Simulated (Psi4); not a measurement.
**PBE0/def2-SVP (density fitting with def2-universal-jkfit, sweep point 3) run of OCS (carbonyl sulfide)**

What is the vertical ionisation energy of OCS (carbonyl sulfide) at PBE0/def2-SVP (density fitting with def2-universal-jkfit, sweep point 3)? 

The results are computed with Psi4 1.11.

2 further runs of the same task are left out: 2 set aside as unsound or not needed.

## 1. Starting point

The species is OCS (3 atoms), meant as a singlet with charge 0. As SMILES, `O=C=S`. The shape is that of a GFN2-xTB optimisation.

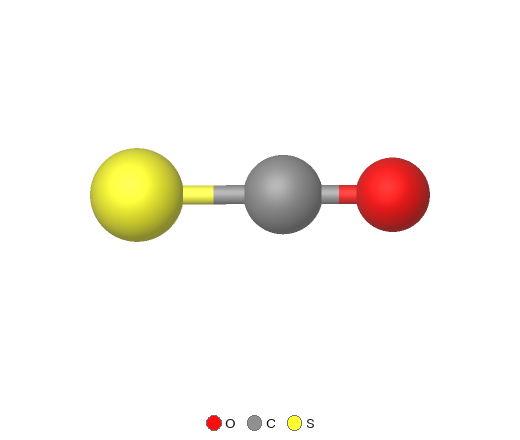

The structure, seen from a chosen angle (oxygen red, carbon grey, sulfur yellow).

## 2. A single-point energy at PBE0/def2-SVP (density fitting with def2-universal-jkfit, sweep point 3)

File job.inp:

```
memory 1600 mb

molecule {
  O      0.917690     0.682680     0.579560
  C      0.092740     0.066300     0.058350
  S     -1.010430    -0.748980    -0.637910
  units angstrom
  symmetry c1
}

set globals {
  puream               true
  scf_type             df
  dft_radial_points    99
  dft_spherical_points 590
  df_basis_scf         def2-universal-jkfit
}

energy('pbe0/def2-SVP')
print_variables()
```

On the command line:

```
$ psi4 -n 1 job.inp job.out
```

job.out:

```text
[...]
  Running in c1 symmetry.
[...]
  Nuclear repulsion =   80.187879623294720
[...]
  Multiplicity = 1
[...]
  Nalpha       = 15
  Nbeta        = 15
[...]
    Number of basis functions: 46
[...]
   @DF-RKS iter   1:  -510.97441236186040   -1.52335e-01   9.88991e-03 ADIIS/DIIS
[...]
   @DF-RKS iter   8:  -511.06573425318021   -2.89020e-08   8.57446e-07 DIIS
[...]
    Orbital Energies [Eh]
    ---------------------
    Doubly Occupied:
       1A    -89.035498     2A    -19.296774     3A    -10.392444
       4A     -8.040123     5A     -5.982274     6A     -5.975256
       7A     -5.975256     8A     -1.161661     9A     -0.854455
      10A     -0.561089    11A     -0.498009    12A     -0.498009
      13A     -0.484660    14A     -0.317459    15A     -0.317458
[...]
  @DF-RKS Final Energy:  -511.06573425318021
   => Energetics <=
    Nuclear Repulsion Energy =             80.1878796232947195
    One-Electron Energy =                -862.5858647950871045
    Two-Electron Energy =                 301.1229931611575807
    DFT Exchange-Correlation Energy =     -29.7907422425454378
    Empirical Dispersion Energy =           0.0000000000000000
    VV10 Nonlocal Energy =                  0.0000000000000000
    Total Energy =                       -511.0657342531802101
[...]
 Multipole Moments:
 ------------------------------------------------------------------------------------
     Multipole            Electronic (a.u.)      Nuclear  (a.u.)        Total (a.u.)
 ------------------------------------------------------------------------------------
 L = 1.  Multiply by 2.5417464519 to convert [e a0] to [Debye]
 Dipole X            :         -0.1912203           -0.0161433           -0.2073635
 Dipole Y            :         -0.1222326           -0.0101472           -0.1323798
 Dipole Z            :          0.0000000           -0.0000000            0.0000000
 Magnitude           :                                                    0.2460164
[...]
```

It took 6.3 s on 1 thread of Intel Xeon Platinum 8259CL at 2.50GHz (Skylake/Cascade Lake), shared host; peak memory 0.4 GiB.

## 3. The doublet cation at the same level

File input.in:

```
memory 1.6 GB

molecule {
  1 2
  O      0.917690     0.682680     0.579560
  C      0.092740     0.066300     0.058350
  S     -1.010430    -0.748980    -0.637910
  symmetry c1
}

set {
  basis def2-SVP
  reference uks
  puream true
  scf_type df
  dft_radial_points 99
  dft_spherical_points 590
  df_basis_scf def2-universal-jkfit
  maxiter 150
}

energy("pbe0")
print_variables()
```

On the command line:

```
$ psi4 -n 1 input.in input.out
```

input.out:

```text
[...]
  Running in c1 symmetry.
[...]
  Nuclear repulsion =   80.187879623294720
[...]
  Multiplicity = 2
[...]
  Nalpha       = 15
  Nbeta        = 14
[...]
    Number of basis functions: 46
[...]
   @DF-UKS iter   1:  -510.56712507608796    2.54953e-01   8.55845e-03 ADIIS/DIIS
[...]
   @DF-UKS iter  10:  -510.64672831130781   -8.52025e-08   6.03839e-07 DIIS
[...]
   @S^2 Observed:                7.669048326E-01
[...]
    Orbital Energies [Eh]
    ---------------------
    Alpha Occupied:
       1A    -89.399941     2A    -19.627468     3A    -10.692247
       4A     -8.401619     5A     -6.348399     6A     -6.340296
       7A     -6.331750     8A     -1.473047     9A     -1.198277
      10A     -0.861007    11A     -0.812039    12A     -0.801788
      13A     -0.793401    14A     -0.668339    15A     -0.629490
    Alpha Virtual:
      16A     -0.328990    17A     -0.312109    18A     -0.211039
      19A     -0.089362    20A      0.140485    21A      0.203094
      22A      0.210278    23A      0.258986    24A      0.291612
      25A      0.294534    26A      0.295838    27A      0.323406
[...]
  @DF-UKS Final Energy:  -510.64672831130781
   => Energetics <=
    Nuclear Repulsion Energy =             80.1878796232947195
    One-Electron Energy =                -852.8034240170355815
    Two-Electron Energy =                 291.4837548458457945
    DFT Exchange-Correlation Energy =     -29.5149387634127649
    Empirical Dispersion Energy =           0.0000000000000000
    VV10 Nonlocal Energy =                  0.0000000000000000
    Total Energy =                       -510.6467283113078111
[...]
 Multipole Moments:
 ------------------------------------------------------------------------------------
     Multipole            Electronic (a.u.)      Nuclear  (a.u.)        Total (a.u.)
 ------------------------------------------------------------------------------------
 L = 1.  Multiply by 2.5417464519 to convert [e a0] to [Debye]
 Dipole X            :         -0.5034446           -0.0161433           -0.5195878
 Dipole Y            :         -0.3194566           -0.0101472           -0.3296038
 Dipole Z            :          0.0000000           -0.0000000            0.0000000
 Magnitude           :                                                    0.6153131
[...]
```

Run time: 9.6 s. Hardware: 1 thread of Intel Xeon Platinum 8259CL at 2.50GHz (Skylake/Cascade Lake), shared host; peak memory 0.4 GiB.

## 4. Outcome

Level: PBE0/def2-SVP (density fitting with def2-universal-jkfit, sweep point 3).

| quantity | value |
| --- | --- |
| singlet OCS: total energy | -511.06573 Eh |
| singlet OCS: dipole moment | 0.63 D |
| singlet OCS: HOMO energy | -8.64 eV |
| singlet OCS: LUMO energy | -0.49 eV |
| singlet OCS: HOMO–LUMO gap | 8.14 eV |
| doublet cation: total energy | -510.64673 Eh |
| doublet cation: HOMO energy (highest over α and β) | -16.74 eV |
| doublet cation: LUMO energy (lowest over α and β) | -14.09 eV |
| doublet cation: ⟨S²⟩ | 0.767 |
| vertical ionisation energy (to the doublet cation) | 11.402 eV |

What this shows: The vertical ionisation energy comes to 11.40 eV (1100 kJ/mol). −ε(HOMO) before ionisation, 8.64 eV, is 2.76 eV below this ionisation energy.
